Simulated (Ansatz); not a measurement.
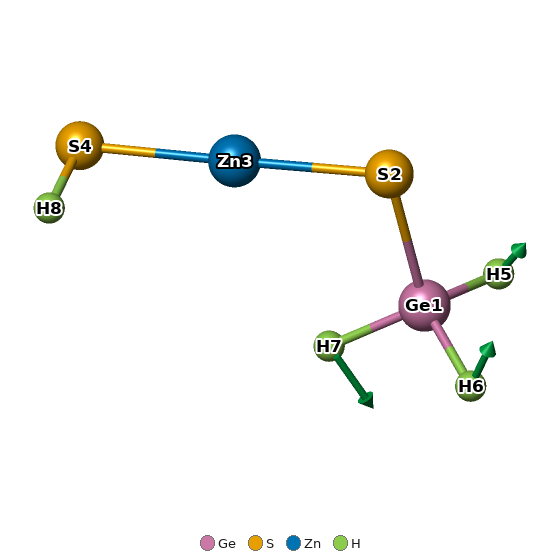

The arrows show one normal mode. Harmonic vibrations computed with RKS PBE0-D4/def2-TZVP (Ansatz 0.2.0) at a stationary point of the same level.

What kind of motion is it?

Answer. Mostly H–Ge–S bending.

Estimate its harmonic wavenumber.

Answer. 584 cm⁻¹; it is mode 10 of 18 counted from the lowest.
